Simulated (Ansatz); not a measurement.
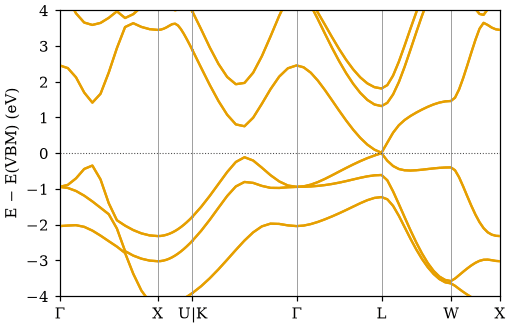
Fig. 1. Band structure from PBE with spin–orbit coupling in the plane-wave PAW code Ansatz

Question: Read off the gap and where the band edges lie.

Answer: About 0.0 eV (0.01 eV by a search for the band edges); maximum at L, minimum at L.

The material is TePb (rock salt, Fm-3m).

The cell was relaxed with PBE under the symmetry of its start.

Potentials: the earlier of the program's two PAW sets.
